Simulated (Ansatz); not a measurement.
## Electronic structure of Sc2SnS4 in real space

```yaml
crystal:
  lattice:
    - [6.41758, 0.00000, 0.00000]
    - [0.00000, 6.41758, 0.00000]
    - [0.00000, 0.00000, 3.58359]
  atoms:
    - { symbol: Sc, position: [0.00000, 0.50000, 0.00000] }
    - { symbol: Sc, position: [0.50000, 0.00000, 0.00000] }
    - { symbol: Sn, position: [0.00000, 0.00000, 0.00000] }
    - { symbol: S, position: [0.26521, 0.73479, 0.34094] }
    - { symbol: S, position: [0.73479, 0.73479, 0.65906] }
    - { symbol: S, position: [0.26521, 0.26521, 0.65906] }
    - { symbol: S, position: [0.73479, 0.26521, 0.34094] }
```

Space group P-42m; a structure from a database of computed crystals, not necessarily the ambient phase; started from the Cu2WS4-111 prototype, which need not be the ambient phase.

All numbers below come from DFT, r2SCAN+rVV10, plane waves, PAW (Ansatz 0.2.0).

The density is the valence pseudo-density of a PAW calculation; it isn't the true density close to the nuclei.

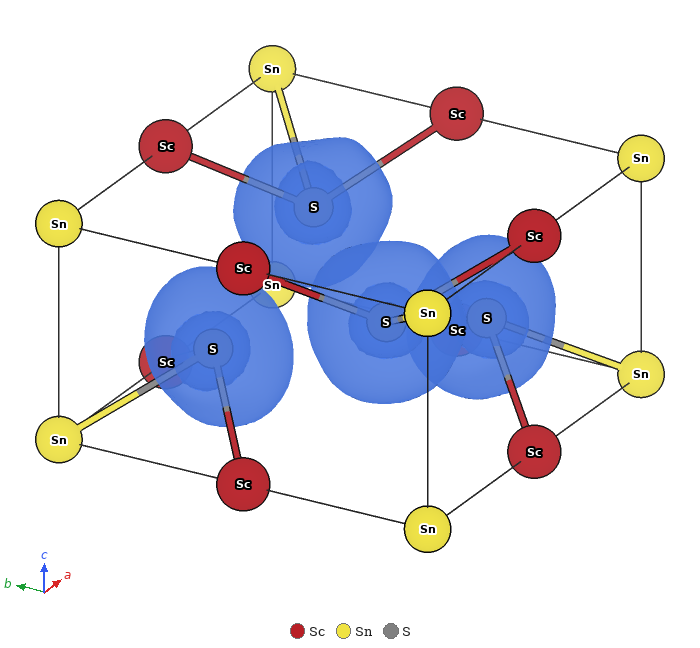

Figure 1. Isosurface of the electron localisation function at 0.75 (blue), seen at an oblique angle. Core shells and regions of very low density are left out. Sticks mark near contacts.

Describe the localisation domains.

The ELF exceeds this value in four regions wrapped around S (the valence shell of each), counted in one cell of 7 atoms. Regions shared between cells count once. Along the contacts the grid gives the following. Sc–S (2.58 Å): the ELF peaks at about 0.90 in the valence shell of S, 0.9 Å from its nucleus, and is about 0.50 at the midpoint. Sn–S (2.70 Å): the ELF peaks at about 0.80 in the valence shell of S, 0.8 Å from its nucleus, and is about 0.45 at the midpoint.

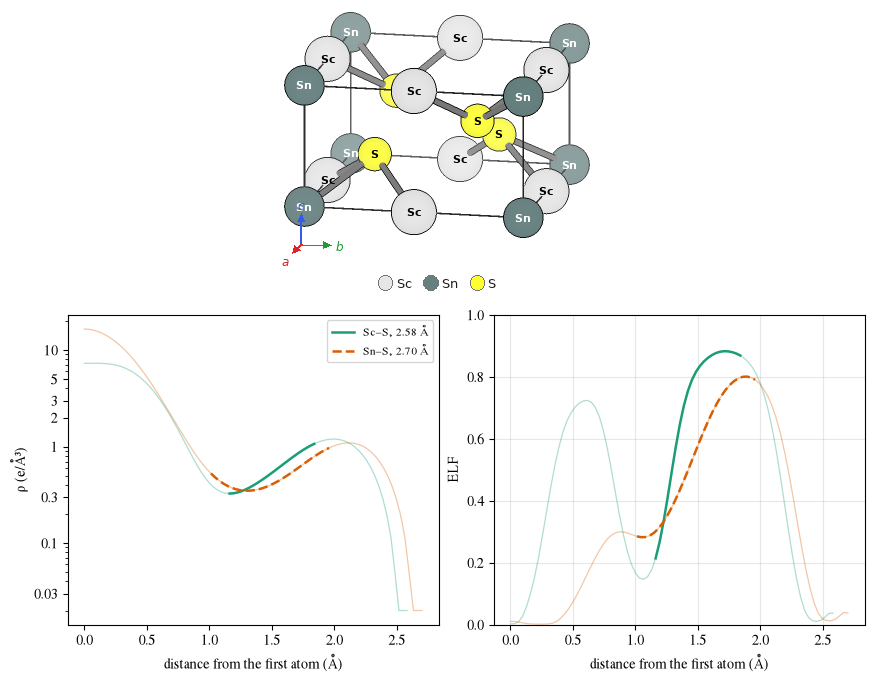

Figure 2. Valence electron density and electron localisation function along straight lines between neighbouring atoms. Thin, pale parts lie inside the atomic spheres. The structure is drawn too.

What can be read from the curves?

Sc–S (2.58 Å): ρ is about 0.36 e/Å³ halfway; the ELF peaks at about 0.90 in the valence shell of S, 0.9 Å from its nucleus, and is about 0.50 at the midpoint.
Sn–S (2.70 Å): the density is about 0.35 e/Å³ at the midpoint; the ELF peaks at about 0.80 in the valence shell of S, 0.8 Å from its nucleus, and is about 0.45 at the midpoint.
